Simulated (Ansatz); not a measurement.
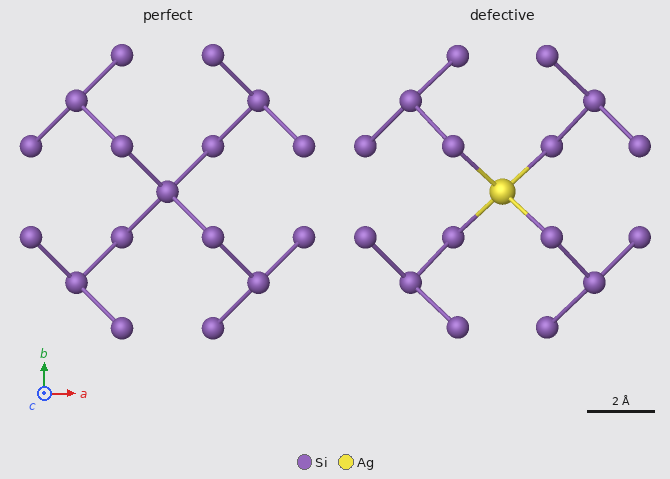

Left: perfect Si. Right: the same region with one point defect, after relaxing the atoms in a supercell of 32 sites. The picture is a ball-and-stick view of the atoms within 5.4 Å of one point, in a slice 5.0 Å thick across the line of sight, seen along the c axis.

Theory: DFT r2SCAN, scalar-relativistic, plane waves, PAW in Ansatz. Set-up: plane-wave cutoff 500 eV; k-point mesh 2 × 2 × 2; occupations gaussian; smearing width 0.01 eV; mesh shifted by (0.5, 0.5, 0.5); collinear spin. The cell is small and the k-mesh coarse, so the numbers are rough. The axes drawn are those of the host's conventional cell.

### Which defect is it?

A silicon atom is replaced by silver.

The charge state of the cell is 0.

### What does the relaxation do around it?

In the host the Si atom has 4 Si at 2.36 Å; the Ag atom ends with 4 Si at 2.46 Å. Of the host's atoms, a silicon atom moves furthest from its site, by 0.13 Å. The cell's net moment is 0.50 μB.
